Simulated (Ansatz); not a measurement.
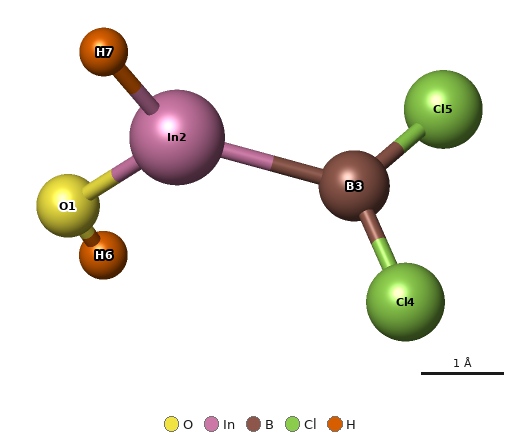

*The structure as given in the input (ball-and-stick view, seen at a tilt; atoms are numbered from 1 in the order of the input). Sticks mark near contacts.*

# Nudged elastic band of InBH₂Cl₂O

System: InBH₂Cl₂O.
Method: UKS PBE-D4/def2-SVP (Ansatz 0.2.0).

It belongs to a series of runs on one base structure; here: band between the two ends. Figures and captions count atoms from 1; the log counts them from 0 in places.

**Input file**
```yaml
crystal:
  periodic: [false, false, false]
  atoms:
    - { symbol: O, position_ang: [-0.765028, -1.51379, -1.516618] }
    - { symbol: In, position_ang: [-0.859122, 0.203344, -0.424197] }
    - { symbol: B, position_ang: [0.864494, 0.647961, 0.989762] }
    - { symbol: Cl, position_ang: [0.880943, 3.0e-05, 2.6268] }
    - { symbol: Cl, position_ang: [2.232583, 1.626144, 0.469621] }
    - { symbol: H, position_ang: [0.052175, -2.014119, -1.329816] }
    - { symbol: H, position_ang: [-2.344844, 0.982531, -0.861253] }
magnetization:
  spin_polarized: true
basis:
  gaussian: { orbitals: def2-SVP }
hamiltonian:
  xc: pbe
  dispersion: d4
neb:
  order_check: false
  images: 9
  f_tol: 0.05
  max_iterations: 51
  spring: 20.0
  final_atoms:
    - { symbol: O, position_ang: [-0.85520849, -0.63357411, -1.41644876] }
    - { symbol: In, position_ang: [-1.77358643, -0.34449109, 0.92958303] }
    - { symbol: B, position_ang: [0.66438551, 0.25142575, 1.26186034] }
    - { symbol: Cl, position_ang: [1.46560322, 0.546628, 2.81954842] }
    - { symbol: Cl, position_ang: [1.77919022, 0.5033672, -0.16668593] }
    - { symbol: H, position_ang: [0.06087277, -0.26841198, -1.34278845] }
    - { symbol: H, position_ang: [-1.2800558, -0.12284276, -2.13076964] }
  initial_path:
    images:
      - { positions_ang: [[-0.765028, -1.51379, -1.516618], [-0.859122, 0.203344, -0.424197], [0.864494, 0.647961, 0.989762], [0.880943, 3.0e-05, 2.6268], [2.232583, 1.626144, 0.469621], [0.052175, -2.014119, -1.329816], [-2.344844, 0.982531, -0.861253]] }
      - { positions_ang: [[-0.77987759, -1.39889524, -1.45842244], [-0.84291796, 0.22035177, -0.35166967], [0.83282952, 0.74060495, 1.03929259], [0.81890237, -0.09089636, 2.53851274], [2.18451663, 1.53554403, 0.35178302], [0.03442065, -1.87971188, -1.26653457], [-2.18667262, 0.80510372, -0.89866267]] }
      - { positions_ang: [[-0.79472718, -1.28400047, -1.40022689], [-0.82671393, 0.23735954, -0.27914235], [0.80116504, 0.83324891, 1.08882319], [0.75686173, -0.18182273, 2.45022549], [2.13645027, 1.44494406, 0.23394503], [0.0166663, -1.74530476, -1.20325314], [-2.02850124, 0.62767644, -0.93607234]] }
      - { positions_ang: [[-0.80957677, -1.16910571, -1.34203133], [-0.81050989, 0.25436731, -0.20661502], [0.76950056, 0.92589286, 1.13835378], [0.6948211, -0.27274909, 2.36193823], [2.0883839, 1.3543441, 0.11610705], [-0.00108805, -1.61089764, -1.1399717], [-1.87032986, 0.45024917, -0.97348201]] }
      - { positions_ang: [[-0.82442636, -1.05421094, -1.28383578], [-0.79430585, 0.27137508, -0.1340877], [0.73783608, 1.01853682, 1.18788438], [0.63278047, -0.36367545, 2.27365098], [2.04031754, 1.26374413, -0.00173093], [-0.01884239, -1.47649052, -1.07669027], [-1.71215848, 0.27282189, -1.01089168]] }
      - { positions_ang: [[-0.83927595, -0.93931618, -1.22564022], [-0.77810182, 0.28838286, -0.06156037], [0.7061716, 1.11118077, 1.23741497], [0.57073983, -0.45460182, 2.18536372], [1.99225117, 1.17314416, -0.11956891], [-0.03659674, -1.3420834, -1.01340884], [-1.5539871, 0.09539461, -1.04830135]] }
      - { positions_ang: [[-0.84246245, -0.87816776, -1.26380193], [-0.97719874, 0.16180807, 0.13666831], [0.69781438, 0.93922977, 1.24230404], [0.74971251, -0.25435585, 2.31220066], [1.94963898, 1.03918877, -0.12899232], [-0.01710284, -1.12734912, -1.07928476], [-1.49920084, 0.05174714, -1.264795]] }
      - { positions_ang: [[-0.84564896, -0.81701935, -1.30196364], [-1.17629566, 0.03523328, 0.33489699], [0.68945716, 0.76727876, 1.24719312], [0.92868519, -0.05410989, 2.4390376], [1.90702679, 0.90523338, -0.13841572], [0.00239106, -0.91261483, -1.14516068], [-1.44441458, 0.00809966, -1.48128866]] }
      - { positions_ang: [[-0.84883547, -0.75587094, -1.34012534], [-1.37539259, -0.09134151, 0.53312567], [0.68109995, 0.59532776, 1.25208219], [1.10765786, 0.14613607, 2.56587454], [1.8644146, 0.77127798, -0.14783913], [0.02188497, -0.69788055, -1.21103661], [-1.38962832, -0.03554781, -1.69778232]] }
      - { positions_ang: [[-0.85202198, -0.69472253, -1.37828705], [-1.57448951, -0.2179163, 0.73135435], [0.67274273, 0.42337675, 1.25697127], [1.28663054, 0.34638204, 2.69271148], [1.82180241, 0.63732259, -0.15726253], [0.04137887, -0.48314627, -1.27691253], [-1.33484206, -0.07919529, -1.91427598]] }
      - { positions_ang: [[-0.85520849, -0.63357411, -1.41644876], [-1.77358643, -0.34449109, 0.92958303], [0.66438551, 0.25142575, 1.26186034], [1.46560322, 0.546628, 2.81954842], [1.77919022, 0.5033672, -0.16668593], [0.06087277, -0.26841198, -1.34278845], [-1.2800558, -0.12284276, -2.13076964]] }
```

Machine: 2 threads of Arm Neoverse V1, 24 GiB of memory available, shared host.

Run as:
```bash
ansatz run input.yaml --threads 2 --pin off --max-ram 3072MiB --backend cpu --events-out ev --progress --plain --runs-dir out
```

**Output**
```
Engine: ansatz 0.2.0, aarch64-unknown-linux-gnu
Functional definition: PBE
  parameter kappa = 0.804
  parameter beta = 0.06672455060314922
  exchange = pbe_x(kappa = kappa, mu = beta*pi^2/3)
  correlation = pbe_c(beta = beta)
1119 factors; their error is unknown
mean field evaluation 1: about -32945.1465 eV, gradient 4.5e1 eV
mean field evaluation 2: about -32791.8643 eV, gradient 1.3e2 eV
mean field evaluation 4: about -32951.3782 eV, gradient 1.9e1 eV
mean field evaluation 8: about -32953.4534 eV, gradient 1.4e-1 eV
mean field evaluation 16: about -32953.4129 eV, gradient 3.8e-4 eV
mean field -32953.41289195 eV, -1211.0155871537 hartree, gradient 1.4e-5 eV, S^2 0.000000; 0 other end points of the search recorded, 0 dependent functions left out
the calculation of the forces begins
reference -32953.41293877 eV, -1211.0155888743 hartree; 35, 35 occupied and 65, 65 virtual orbitals, 1119 factors
1119 factors; their error is unknown
mean field evaluation 32: about -32953.6329 eV, gradient 1.6e-3 eV
mean field -32953.63286726 eV, -1211.0236710971 hartree, gradient 2.4e-5 eV, S^2 0.000000; 1 other end points of the search recorded, 0 dependent functions left out
[... from here on the field's lines of each further geometry are left out, up to the last ...]
NEB iter   1: max|band force component| = 2.183e1 eV/Å  barrier→ = 10.3226 eV  barrier← = 10.5928 eV  Δτ_max = 0.1970 Å  (911 SCF iters)
NEB iter   2: max|band force component| = 6.908e0 eV/Å  barrier→ = 5.1693 eV  barrier← = 5.4395 eV  Δτ_max = 0.1945 Å  (443 SCF iters)
NEB iter   3: max|band force component| = 3.405e0 eV/Å  barrier→ = 3.2153 eV  barrier← = 3.4855 eV  Δτ_max = 0.1971 Å  (382 SCF iters)
NEB iter   4: max|band force component| = 1.755e0 eV/Å  barrier→ = 2.0602 eV  barrier← = 2.3304 eV  Δτ_max = 0.1991 Å  (338 SCF iters)
NEB iter   5: max|band force component| = 1.891e0 eV/Å  barrier→ = 1.7568 eV  barrier← = 2.0270 eV  Δτ_max = 0.1001 Å  (329 SCF iters)
NEB iter   6: max|band force component| = 1.787e0 eV/Å  barrier→ = 1.6441 eV  barrier← = 1.9143 eV  Δτ_max = 0.1024 Å  (295 SCF iters)
NEB iter   7: max|band force component| = 8.991e-1 eV/Å  barrier→ = 1.5383 eV  barrier← = 1.8085 eV  Δτ_max = 0.1000 Å  (294 SCF iters)
NEB iter   8: max|band force component| = 5.848e-1 eV/Å  barrier→ = 1.5800 eV  barrier← = 1.8502 eV  Δτ_max = 0.1002 Å  (296 SCF iters)
NEB iter   9: max|band force component| = 5.930e-1 eV/Å  barrier→ = 1.6587 eV  barrier← = 1.9289 eV  Δτ_max = 0.0502 Å  (296 SCF iters)
NEB iter  10: max|band force component| = 3.632e-1 eV/Å  barrier→ = 1.6564 eV  barrier← = 1.9266 eV  CI = image 4  Δτ_max = 0.1000 Å  (290 SCF iters)
NEB iter  11: max|band force component| = 3.956e-1 eV/Å  barrier→ = 1.6609 eV  barrier← = 1.9311 eV  CI = image 4  Δτ_max = 0.0501 Å  (293 SCF iters)
NEB iter  12: max|band force component| = 1.703e-1 eV/Å  barrier→ = 1.6536 eV  barrier← = 1.9238 eV  CI = image 4  Δτ_max = 0.1001 Å  (287 SCF iters)
NEB iter  13: max|band force component| = 2.539e-1 eV/Å  barrier→ = 1.6435 eV  barrier← = 1.9137 eV  CI = image 4  Δτ_max = 0.0500 Å  (291 SCF iters)
NEB iter  14: max|band force component| = 8.501e-2 eV/Å  barrier→ = 1.6380 eV  barrier← = 1.9082 eV  CI = image 4  Δτ_max = 0.1000 Å  (290 SCF iters)
NEB iter  15: max|band force component| = 6.390e-2 eV/Å  barrier→ = 1.6294 eV  barrier← = 1.8996 eV  CI = image 4  Δτ_max = 0.1001 Å  (292 SCF iters)
NEB iter  16: max|band force component| = 6.389e-2 eV/Å  barrier→ = 1.6242 eV  barrier← = 1.8944 eV  CI = image 4  Δτ_max = 0.0806 Å  (290 SCF iters)
NEB iter  17: max|band force component| = 5.035e-2 eV/Å  barrier→ = 1.6222 eV  barrier← = 1.8924 eV  CI = image 4  Δτ_max = 0.0839 Å  (294 SCF iters)
NEB iter  18: max|band force component| = 1.783e-1 eV/Å  barrier→ = 1.6221 eV  barrier← = 1.8923 eV  CI = image 4  Δτ_max = 0.0424 Å  (292 SCF iters)
NEB iter  19: max|band force component| = 1.289e-1 eV/Å  barrier→ = 1.6204 eV  barrier← = 1.8906 eV  CI = image 4  Δτ_max = 0.0422 Å  (293 SCF iters)
NEB iter  20: max|band force component| = 9.130e-2 eV/Å  barrier→ = 1.6196 eV  barrier← = 1.8898 eV  CI = image 4  Δτ_max = 0.0421 Å  (288 SCF iters)
NEB iter  21: max|band force component| = 5.298e-2 eV/Å  barrier→ = 1.6191 eV  barrier← = 1.8893 eV  CI = image 4  Δτ_max = 0.0355 Å  (290 SCF iters)
the calculation of the forces begins
reference -32953.61667508 eV, -1211.0230760456 hartree; 35, 35 occupied and 65, 65 virtual orbitals, 1119 factors
1119 factors; their error is unknown
mean field evaluation 1984: about -32951.7993 eV, gradient 1.1e-5 eV
mean field -32951.79928466 eV, -1210.9562881796 hartree, gradient 1.3e-5 eV, S^2 0.000000; 3 other end points of the search recorded, 0 dependent functions left out
the calculation of the forces begins
reference -32951.79932718 eV, -1210.9562897420 hartree; 35, 35 occupied and 65, 65 virtual orbitals, 1119 factors
NEB iter  22: max|band force component| = 4.237e-2 eV/Å  barrier→ = 1.6189 eV  barrier← = 1.8891 eV  CI = image 4  Δτ_max = 0.0000 Å  (693 SCF iters)
```

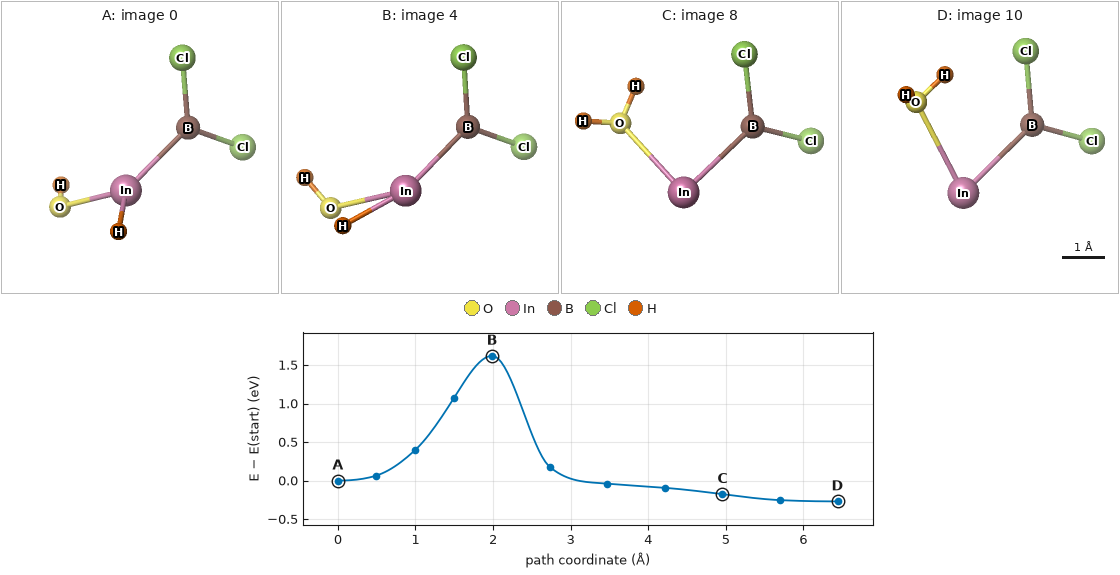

*Images of the last band (counted from 0; ball-and-stick, seen on its broad side) above the energy along the path; the line is a cubic interpolation that uses the forces.*

The highest image is number 4, 1.619 eV above the start and 1.889 eV above the end (the climbing image); the end lies 0.270 eV below the start. The path is 6.44 Å long. The band converged in 22 iterations.

```
Total energy: -32951.98628193 eV, -1210.9631602024 hartree
Atom 0 at    -1.130691    -1.329361    -1.335008 Å, force    -0.009537    -0.017059     0.002257 eV/Å
Atom 1 at    -0.870788     0.483697    -0.074626 Å, force     0.005988     0.008300    -0.005956 eV/Å
Atom 2 at     1.014113     0.651359     1.249314 Å, force    -0.007955    -0.006254     0.011672 eV/Å
Atom 3 at     1.007163     0.084197     2.917094 Å, force     0.005906    -0.000080    -0.003485 eV/Å
Atom 4 at     2.449314     1.486706     0.651700 Å, force     0.001169     0.005959    -0.001058 eV/Å
Atom 5 at    -0.459750    -1.491937    -2.034475 Å, force    -0.000583     0.007588    -0.000434 eV/Å
Atom 6 at    -1.948161     0.047439    -1.419699 Å, force     0.005012     0.001545    -0.002996 eV/Å
Dipole moment:     0.261366     0.234898    -0.013897 e Å
this run last wrote the band of iteration 22 to [file]
```

**The last band as extended XYZ (Å, eV, eV/Å)**
```
7
Properties=species:S:1:pos:R:3:forces:R:3 image=0 energy=-32953.60511
O    -0.7650   -1.5138   -1.5166    0.0005  -0.0002  -0.0054
In   -0.8591    0.2033   -0.4242    0.0048   0.0028   0.0063
B     0.8645    0.6480    0.9898   -0.0027  -0.0097  -0.0058
Cl    0.8809    0.0000    2.6268   -0.0037   0.0002   0.0052
Cl    2.2326    1.6261    0.4696    0.0043   0.0064  -0.0038
H     0.0522   -2.0141   -1.3298    0.0002  -0.0003   0.0034
H    -2.3448    0.9825   -0.8613   -0.0034   0.0009   0.0001
7
Properties=species:S:1:pos:R:3:forces:R:3 image=1 energy=-32953.53919
O    -0.8523   -1.5162   -1.4999    0.0428   0.0343  -0.1270
In   -0.8117    0.1711   -0.3602   -0.0007  -0.0546  -0.0606
B     0.8920    0.6672    1.0795   -0.0194  -0.0248  -0.0595
Cl    0.8270    0.2041    2.7763   -0.0527  -0.0151  -0.0496
Cl    2.3213    1.5319    0.5201   -0.0345  -0.0066  -0.0312
H     0.0046   -1.9504   -1.6556    0.1237  -0.1041   0.1590
H    -2.3197    0.8244   -0.9060   -0.0593   0.1709   0.1689
7
Properties=species:S:1:pos:R:3:forces:R:3 image=2 energy=-32953.20983
O    -0.9228   -1.5215   -1.3500    0.1213  -0.1322  -0.1272
In   -0.7952    0.2210   -0.2897    0.0498  -0.1829  -0.1829
B     0.9211    0.6836    1.1641   -0.0721  -0.0405  -0.1002
Cl    0.8943    0.1672    2.8456   -0.1043  -0.0061  -0.0879
Cl    2.3650    1.5174    0.5929   -0.0755   0.0037  -0.0539
H    -0.1561   -1.7772   -1.8877    0.3395  -0.2651   0.1535
H    -2.2451    0.6415   -1.1210   -0.2587   0.6231   0.3986
7
Properties=species:S:1:pos:R:3:forces:R:3 image=3 energy=-32952.54007
O    -1.0051   -1.4376   -1.3023    0.3661  -0.3412   0.0630
In   -0.8173    0.3228   -0.1912    0.1927  -0.5064  -0.3391
B     0.9657    0.6798    1.2234   -0.1389   0.0474  -0.0730
Cl    0.9646    0.1189    2.8905   -0.0905  -0.0083  -0.1007
Cl    2.4138    1.4933    0.6308   -0.1057  -0.0190  -0.0465
H    -0.3416   -1.6085   -1.9926    0.3603  -0.2894   0.0841
H    -2.1188    0.3633   -1.3042   -0.5840   1.1169   0.4122
7
Properties=species:S:1:pos:R:3:forces:R:3 image=4 energy=-32951.98624
O    -1.1307   -1.3294   -1.3350   -0.0095  -0.0171   0.0023
In   -0.8708    0.4837   -0.0746    0.0060   0.0083  -0.0060
B     1.0141    0.6514    1.2493   -0.0080  -0.0063   0.0117
Cl    1.0072    0.0842    2.9171    0.0059  -0.0001  -0.0035
Cl    2.4493    1.4867    0.6517    0.0012   0.0060  -0.0011
H    -0.4597   -1.4919   -2.0345   -0.0006   0.0076  -0.0004
H    -1.9482    0.0474   -1.4197    0.0050   0.0015  -0.0030
7
Properties=species:S:1:pos:R:3:forces:R:3 image=5 energy=-32953.42759
O    -1.2408   -1.2339   -1.3858   -0.1839   0.1246  -0.0405
In   -0.9988    0.8067    0.1115   -0.1748   0.4836   0.2412
B     1.0586    0.6210    1.2893    0.0689  -0.0435   0.0564
Cl    1.1041    0.0304    2.9651    0.1209  -0.0191   0.0726
Cl    2.4936    1.4995    0.7016    0.1017  -0.0233   0.0459
H    -0.5519   -1.3423   -2.0756   -0.1542   0.1702  -0.0262
H    -1.8036   -0.4493   -1.6518    0.2214  -0.6925  -0.3494
7
Properties=species:S:1:pos:R:3:forces:R:3 image=6 energy=-32953.64487
O    -1.0954   -1.0268   -1.3217   -0.0028   0.0315   0.0417
In   -1.3010    0.9361    0.3728   -0.0412   0.0333   0.0176
B     0.9688    0.6381    1.2717   -0.0091  -0.0138   0.0270
Cl    1.2149   -0.1596    2.8550    0.0095  -0.0028  -0.0334
Cl    2.4240    1.4346    0.6003    0.0076  -0.0213  -0.0218
H    -0.3229   -1.1266   -1.9114    0.0220   0.0194   0.0125
H    -1.8271   -0.7637   -1.9125    0.0141  -0.0464  -0.0435
7
Properties=species:S:1:pos:R:3:forces:R:3 image=7 energy=-32953.69898
O    -0.9756   -0.8844   -1.2895    0.0066   0.0129   0.0191
In   -1.5563    0.7780    0.6085   -0.0189   0.0045   0.0088
B     0.8213    0.5586    1.2601   -0.0174  -0.0177   0.0110
Cl    1.3188   -0.2172    2.7915    0.0061   0.0072  -0.0114
Cl    2.1733    1.2650    0.3120   -0.0163  -0.0290  -0.0401
H    -0.1009   -0.7827   -1.7122    0.0167   0.0264   0.0266
H    -1.6193   -0.7852   -2.0161    0.0231  -0.0043  -0.0141
7
Properties=species:S:1:pos:R:3:forces:R:3 image=8 energy=-32953.78108
O    -0.8492   -0.7949   -1.2764    0.0254   0.0211   0.0024
In   -1.7378    0.5287    0.7492   -0.0186  -0.0125   0.0110
B     0.6892    0.4450    1.2810   -0.0210  -0.0188   0.0004
Cl    1.4635   -0.1508    2.7682    0.0134   0.0270  -0.0035
Cl    1.8546    1.0517    0.0314   -0.0470  -0.0717  -0.0598
H     0.0331   -0.4437   -1.5172    0.0101   0.0401   0.0524
H    -1.3923   -0.7039   -2.0818    0.0376   0.0148  -0.0029
7
Properties=species:S:1:pos:R:3:forces:R:3 image=9 energy=-32953.85850
O    -0.8161   -0.7054   -1.3273   -0.0025   0.0048  -0.0013
In   -1.8248    0.0905    0.8628   -0.0048  -0.0188   0.0042
B     0.6454    0.3220    1.2704   -0.0034  -0.0089   0.0013
Cl    1.5387    0.1583    2.7956    0.0019   0.0241   0.0038
Cl    1.7121    0.7829   -0.1417   -0.0035  -0.0274  -0.0170
H     0.0650   -0.2622   -1.3469    0.0039   0.0086   0.0134
H    -1.2592   -0.4540   -2.1586    0.0084   0.0177  -0.0044
7
Properties=species:S:1:pos:R:3:forces:R:3 image=10 energy=-32953.87532
O    -0.8552   -0.6336   -1.4164   -0.0041   0.0000  -0.0021
In   -1.7736   -0.3445    0.9296    0.0054   0.0002   0.0009
B     0.6644    0.2514    1.2619    0.0087   0.0033  -0.0009
Cl    1.4656    0.5466    2.8195   -0.0041  -0.0004  -0.0017
Cl    1.7792    0.5034   -0.1667   -0.0128  -0.0043   0.0032
H     0.0609   -0.2684   -1.3428    0.0058   0.0005  -0.0001
H    -1.2801   -0.1228   -2.1308    0.0012   0.0008   0.0007
```

**Key numbers**

| quantity | value |
| --- | --- |
| outcome | converged |
| barrier, forward | 1.619 eV |
| barrier, backward | 1.889 eV |
| wall time | 13 min (CPU time 26 min) |
| peak memory | 0.26 GiB |

The order of the saddle point was not checked.
